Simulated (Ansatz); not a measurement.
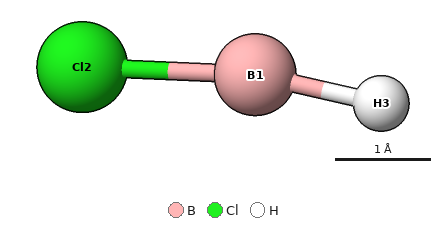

**Figure 1.** The input geometry of run 1 (ball-and-stick view, seen at a tilt; atoms are numbered from 1 in the order of the input). Bond lengths as drawn: B–Cl 1.93 Å and B–H 1.41 Å.

**What a change does: single-point calculation on BHCl**

System: BHCl, multiplicity 2, SMILES [BH]Cl.
Method of run 1: UKS PBE0-D4/def2-TZVP (Ansatz 0.2.0).

Text and figures count atoms from 1; the logs count them from 0 in places.

### The input, run 1
```yaml
crystal:
  periodic: [false, false, false]
  atoms:
    - { symbol: B, position_ang: [-0.10004, -0.528487, -0.119365] }
    - { symbol: Cl, position_ang: [1.532174, -0.109846, 0.816761] }
    - { symbol: H, position_ang: [-1.337738, -0.577915, -0.796062] }
magnetization:
  spin_polarized: true
  initial_magnetization: 1
basis:
  gaussian: { orbitals: def2-TZVP }
hamiltonian:
  xc: pbe0
  dispersion: d4
output:
  forces: true
```

Launched with:
```bash
ansatz run input.yaml --threads 1 --pin off --max-ram 2560MiB --backend cpu --events-out ev --progress --plain --runs-dir out
```

Hardware: 1 thread of Arm Neoverse N1, 98 GiB of memory available, shared host.

### Output (run 1)
```
Engine: ansatz 0.2.0, aarch64-unknown-linux-gnu
Functional definition: PBE0
  parameter a = 0.25
  parameter kappa = 0.804
  parameter beta = 0.06672455060314922
  exchange = (1 - a)*pbe_x(kappa = kappa, mu = beta*pi^2/3) + a*exact_x
  correlation = pbe_c(beta = beta)
481 factors; their error is unknown
mean field evaluation 1: about -13206.8710 eV, gradient 6.5e0 eV
mean field evaluation 2: about -13207.1915 eV, gradient 5.0e0 eV
mean field evaluation 4: about -13207.3358 eV, gradient 9.6e-1 eV
mean field evaluation 8: about -13207.3974 eV, gradient 1.3e-1 eV
mean field evaluation 16: about -13207.3976 eV, gradient 7.7e-5 eV
mean field -13207.39759505 eV, -485.3629093224 hartree, gradient 3.1e-6 eV, S^2 0.757782; 1 other end points of the search recorded, 0 dependent functions left out
the calculation of the forces begins
reference -13207.39762172 eV, -485.3629103025 hartree; 12, 11 occupied and 62, 63 virtual orbitals, 481 factors
Total energy: -13207.42675831 eV, -485.3639810524 hartree
Atom 0 at    -0.100040    -0.528487    -0.119365 Å, force     0.370728    -0.802811     0.101531 eV/Å
Atom 1 at     1.532174    -0.109846     0.816761 Å, force    -3.346791    -0.193235    -1.837191 eV/Å
Atom 2 at    -1.337738    -0.577915    -0.796062 Å, force     2.976063     0.996046     1.735660 eV/Å
Dipole moment:    -0.193632     0.054900    -0.098117 e Å
```

The input of run 2 differs as follows (lines with − go, lines with + come):
```diff
-    - { symbol: Cl, position_ang: [1.532174, -0.109846, 0.816761] }
-    - { symbol: H, position_ang: [-1.337738, -0.577915, -0.796062] }
+    - { symbol: Cl, position_ang: [1.335198, -1.084778, 0.589411] }
+    - { symbol: H, position_ang: [-0.926002, -1.182237, -0.647758] }
```

What does this change do to the results?

On the same kind of shared host run 2 took about 74 times as long.

### Output (run 2)
```
Engine: ansatz 0.2.0, aarch64-unknown-linux-gnu
Functional definition: PBE0
  parameter a = 0.25
  parameter kappa = 0.804
  parameter beta = 0.06672455060314922
  exchange = (1 - a)*pbe_x(kappa = kappa, mu = beta*pi^2/3) + a*exact_x
  correlation = pbe_c(beta = beta)
481 factors; their error is unknown
mean field evaluation 1: about -13208.3276 eV, gradient 1.0e1 eV
mean field evaluation 2: about -13208.4248 eV, gradient 1.0e1 eV
mean field evaluation 4: about -13209.0728 eV, gradient 5.7e-1 eV
mean field evaluation 8: about -13209.1113 eV, gradient 8.4e-2 eV
mean field evaluation 16: about -13209.1114 eV, gradient 2.1e-5 eV
mean field -13209.11135159 eV, -485.4258887136 hartree, gradient 2.1e-5 eV, S^2 0.752769; 1 other end points of the search recorded, 0 dependent functions left out
the calculation of the forces begins
reference -13209.11137753 eV, -485.4258896670 hartree; 12, 11 occupied and 62, 63 virtual orbitals, 481 factors
Total energy: -13209.13909132 eV, -485.4269081298 hartree
Atom 0 at    -0.100040    -0.528487    -0.119365 Å, force    -0.082415     0.497428     0.016896 eV/Å
Atom 1 at     1.335198    -1.084778     0.589411 Å, force     0.252948    -0.194624     0.112965 eV/Å
Atom 2 at    -0.926002    -1.182237    -0.647758 Å, force    -0.170533    -0.302805    -0.129861 eV/Å
Dipole moment:    -0.010066    -0.111759    -0.019282 e Å
```

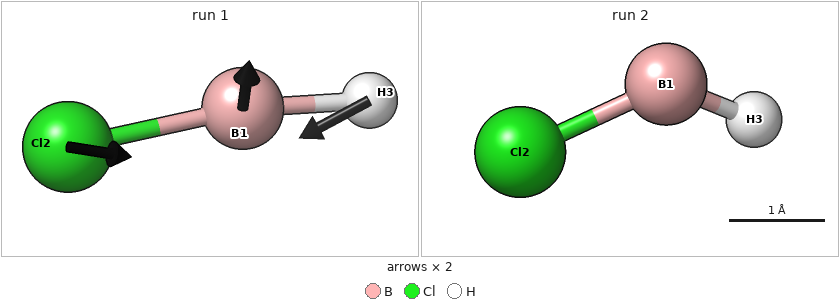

**Figure 2.** The two input geometries at one scale (ball-and-stick view, seen at a tilt). The black arrows on the first give the shifts of the atoms after the best rigid fit, magnified 2 times. The atom that moves furthest after the best rigid fit is H3 (0.43 Å). Largest moves by element: H 0.43 Å, Cl 0.38 Å, B 0.31 Å. Among the contacts that change: B1–Cl2 1.928 → 1.695 Å, B1–H3 1.411 → 1.178 Å.

### The two runs side by side

| quantity | run 1 | run 2 |
| --- | --- | --- |
| outcome | converged | converged |
| total energy (hartree) | −485.363981 | – |
| ⟨S²⟩ | 0.758 | – |
| largest force (eV/Å) | 3.823 | – |
| basis functions | 74 | – |
| wall time (shared host) | 5.4 s | 6.6 min |
